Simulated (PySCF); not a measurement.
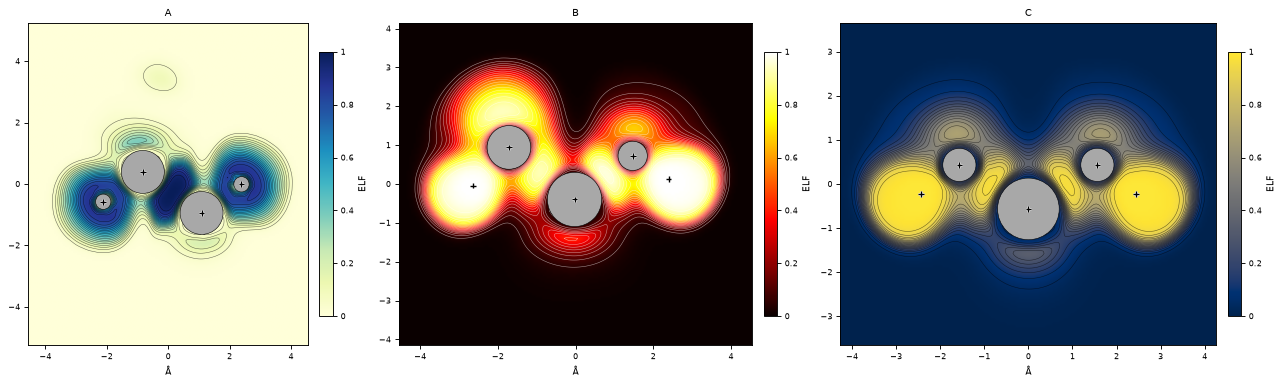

The ELF of 3 systems, each on a plane through atoms (crosses mark nuclei in the plane; grey discs cover the cores).

These are results of PBE0/def2-SVPD, SCF density, gas phase (PySCF 2.14.0), not measurements.

System 1: C$_{2}$H$_{8}$S$_{2}$Si (SMILES C[Si](C)(S)S), the plane of atoms Si1, C10 and H11. Geometry: PBE0-D3(BJ)/def2-SVP.

```yaml
atoms:
  - { symbol: Si, position_ang: [0.2077, -0.0035, 0.1543] }
  - { symbol: S, position_ang: [0.1525, 0.0490, 2.3094] }
  - { symbol: H, position_ang: [0.9434, -1.0352, 2.4652] }
  - { symbol: S, position_ang: [2.2395, -0.0455, -0.5648] }
  - { symbol: H, position_ang: [2.6204, 1.0557, 0.1191] }
  - { symbol: C, position_ang: [-0.6964, 1.5412, -0.3866] }
  - { symbol: H, position_ang: [-0.1973, 2.4471, -0.0118] }
  - { symbol: H, position_ang: [-1.7310, 1.5340, -0.0084] }
  - { symbol: H, position_ang: [-0.7237, 1.5901, -1.4860] }
  - { symbol: C, position_ang: [-0.5728, -1.5566, -0.5344] }
  - { symbol: H, position_ang: [-1.6282, -1.6159, -0.2278] }
  - { symbol: H, position_ang: [-0.0561, -2.4576, -0.1710] }
  - { symbol: H, position_ang: [-0.5274, -1.5547, -1.6351] }
```

System 2: C$_{2}$H$_{6}$Cl$_{2}$Si, the plane of atoms Si1, C4 and H7. Geometry: PBE0-D3(BJ)/def2-SVP.

```xyz
11

Si    0.5123   -0.0072    0.3582
Cl    0.5702    0.0094    2.4294
Cl    2.4677   -0.0163   -0.3288
C    -0.3008    1.5567   -0.2266
H    -1.3463    1.6013    0.1152
H    -0.2865    1.6055   -1.3264
H     0.2323    2.4340    0.1683
C    -0.3113   -1.5742   -0.2026
H    -0.3597   -1.6072   -1.3021
H    -1.3344   -1.6377    0.1987
H     0.2546   -2.4500    0.1475
```

System 3: F$_{8}$Si$_{3}$ (Si3F8), the plane of atoms F7, Si5 and Si8. Geometry: PBE0-D3(BJ)/def2-SVP.

```xyz
11

Si    1.6581    0.2958   -1.0850
F     2.5583    1.4111   -0.3716
F     0.7375    1.0237   -2.1782
F     2.6322   -0.7262   -1.8378
Si    0.2545   -0.7715    0.4461
F     1.0171   -0.8560    1.8669
F    -0.0088   -2.2719   -0.0906
Si   -1.8166    0.2533    0.7733
F    -1.5897    1.7750    1.2221
F    -2.6387    0.2556   -0.6013
F    -2.7059   -0.4742    1.8871
```

Which map belongs to which system?

Answer. Panel A is system 3, F$_{8}$Si$_{3}$: the plane holds Si and F. Si–F (1.62 Å): the ELF peaks at about 0.85 in the valence shell of F, 0.6 Å from its nucleus, and is about 0.45 at the midpoint. Panel B is system 1, C$_{2}$H$_{8}$S$_{2}$Si: the plane holds Si, S, H and C. C–Si (1.87 Å): the ELF peaks at about 0.95 between the atoms (a covalent bond). Panel C is system 2, C$_{2}$H$_{6}$Cl$_{2}$Si: the plane holds Si, C and H. C–Si (1.86 Å): the ELF peaks at about 0.95 between the atoms; localised, covalent bonding.
